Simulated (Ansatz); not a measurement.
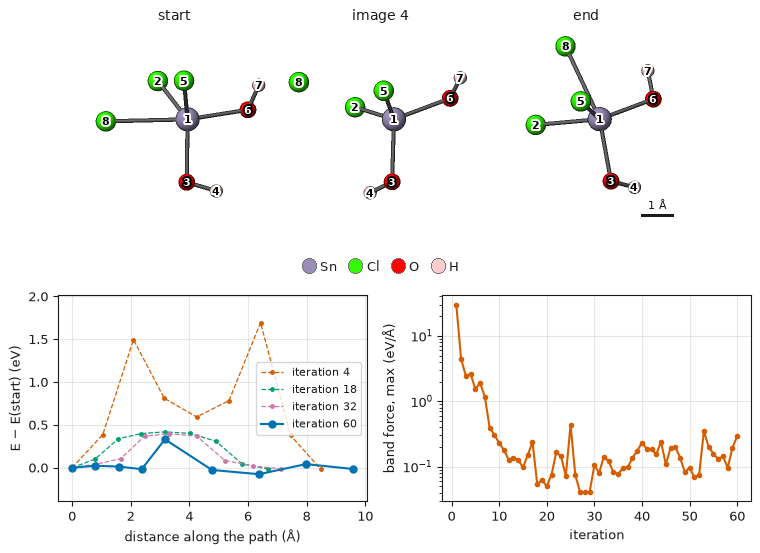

A search for the minimum-energy path of SnH$_{2}$O$_{2}$Cl$_{3}$ (multiplicity 2) by the nudged elastic band. Images are numbered from 0 (start) to 8 (end). The plot follows the band through its iterations. The picture is a ball-and-stick view, seen face on.

All numbers below come from UKS PBE/def2-SVP in Ansatz. Run with 7 movable images; climbing image; force threshold 0.05 eV/Å; iteration limit 60; starting path through a guess of the saddle point.

> How did the profile develop, and is the result final?

The result isn't final. The band hadn't converged when the run stopped after 60 iterations. The largest component of the band force went from 30 to 0.3 eV/Å. The barrier read from it is provisional: over the last two iterations the highest image moved from 0.38 eV to 0.33 eV. The first iteration put the highest image at 6.74 eV. Relative to the start the highest point is image 4 at +0.33 eV and the end lies at −0.01 eV, but the profile dips to −0.08 eV at image 6 on the way, so there may be more than one step; on an unconverged band the side maxima are provisional.

Cost: 16 min on 4 threads of Arm Neoverse V1, on a shared host, peak memory 0.31 GiB.
